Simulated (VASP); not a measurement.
Band structure of SnS2 (1T layered). Calculation: vdW-DF2, VASP's PBE PAW potentials (set 64) (plane waves; VASP).

Unless said otherwise, spin-orbit coupling is left out, though it shifts the bands of the heavy elements here.

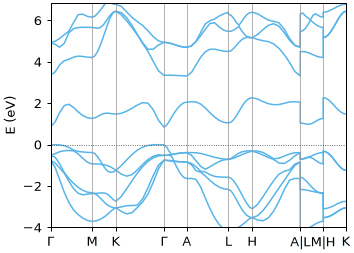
Figure: Bands along high-symmetry lines, zero at the valence-band maximum or, without a gap, the Fermi level

Task: Read the plot: is there a gap, and where are the band edges?

Result: The gap is indirect, 0.85 eV, from the valence maximum at K-Γ at 0.89 to the conduction minimum at Γ. (Edges off the drawn lines would not show.)

Measured: gap 2.18 eV (computed value off by -1.33 eV), as given by Joseph M. Gonzalez et al., Physical Review B (2016), arXiv:1609.04381.

The compound is SnS2 in the 1T layered structure. It was relaxed first, which changed the volume by +12 %.
